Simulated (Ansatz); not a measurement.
# H₄Sn···CH₄O: what the fields show

```yaml
atoms:
  - { symbol: Sn, position_ang: [-0.3042, 1.9384, 0.9629] }
  - { symbol: O, position_ang: [0.7139, -0.6219, -0.9428] }
  - { symbol: C, position_ang: [0.0686, -1.8814, -0.9540] }
  - { symbol: H, position_ang: [-1.8470, 1.4595, 0.3650] }
  - { symbol: H, position_ang: [0.6072, 2.7489, -0.2517] }
  - { symbol: H, position_ang: [-0.5125, 2.9835, 2.3278] }
  - { symbol: H, position_ang: [1.0731, -0.4799, -0.0472] }
  - { symbol: H, position_ang: [0.5722, 0.5661, 1.4876] }
  - { symbol: H, position_ang: [-0.6898, -2.0023, -0.1410] }
  - { symbol: H, position_ang: [-0.4664, -1.9737, -1.9218] }
  - { symbol: H, position_ang: [0.7848, -2.7374, -0.8848] }
```

Core potentials replace the inner electrons of Sn.

Theory: Ansatz 0.2.0, UKS PBE/def2-SVP.

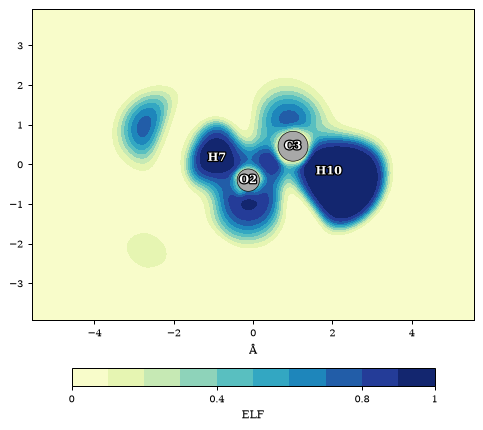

Figure 1. Electron localisation function on the plane of atoms C3, O2 and H7. Grey discs cover the atomic cores.

Question: Read the bonding off the picture.

Answer: The plane passes through O, C and H nuclei.
C–O (1.42 Å): the ELF peaks at about 0.85 between the atoms; a shared but strongly polarised pair.
O–H (0.98 Å): the ELF climbs to about 1 towards the hydrogen, as it does in any bond to H (a covalent bond by its length).
C–H (1.11 Å): the ELF climbs to about 1 towards the hydrogen: an ordinary covalent bond to hydrogen.
The ELF also peaks beside O2, away from the bonds: lone-pair regions.

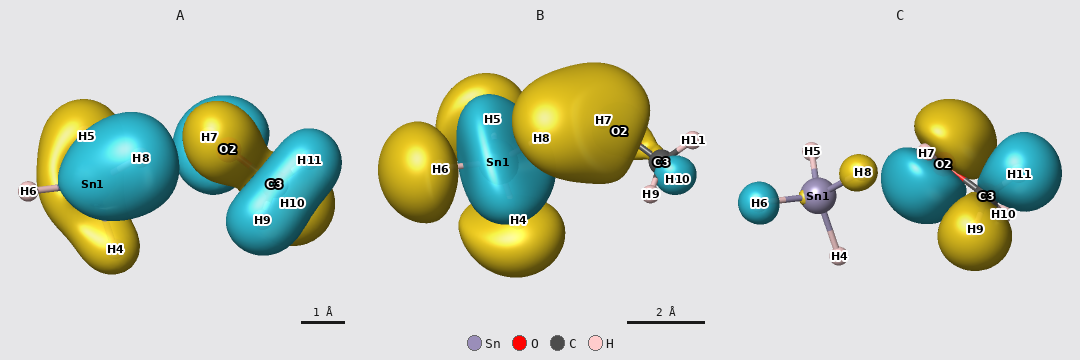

Figure 2. Three frontier orbitals at ±0.06 Å⁻³ᐟ² (yellow and cyan are the two phases), in no order.

Question: Order the three orbitals by energy and name them.

Answer: A is the HOMO−1 (−7.59 eV). Its weight (Hirshfeld) is mainly on O2 (about 40 %), C3 (about 15 %), Sn1 (about 10 %), H8 (about 10 %) and H10 (about 10 %). C is the HOMO (−6.01 eV). By Hirshfeld shares it lies mainly on O2 (about 70 %), C3 (about 10 %) and H11 (about 5 %); largely a lone pair of O2. B is the LUMO (−0.38 eV). By Hirshfeld shares it lies mainly on Sn1 (about 40 %), H8 (about 15 %), H6 (about 10 %), H7 (about 10 %) and H4 (about 10 %).

Question: What is the HOMO–LUMO gap?

Answer: 5.63 eV between the orbital energies.

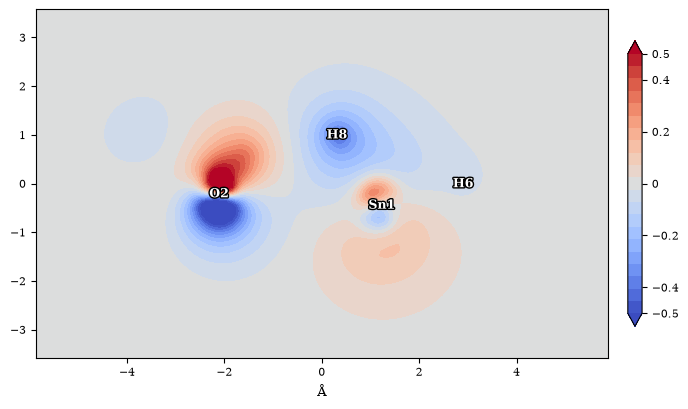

Figure 3. The HOMO−1 on the plane of atoms H6, Sn1 and H8 (values in Å⁻³ᐟ²; the overall sign is arbitrary).

Question: Where does this orbital lie, and at what energy?

Answer: It lies mainly on O2 (about 40 %), C3 (about 15 %), Sn1 (about 10 %), H8 (about 10 %) and H10 (about 10 %). Its energy is −7.59 eV.
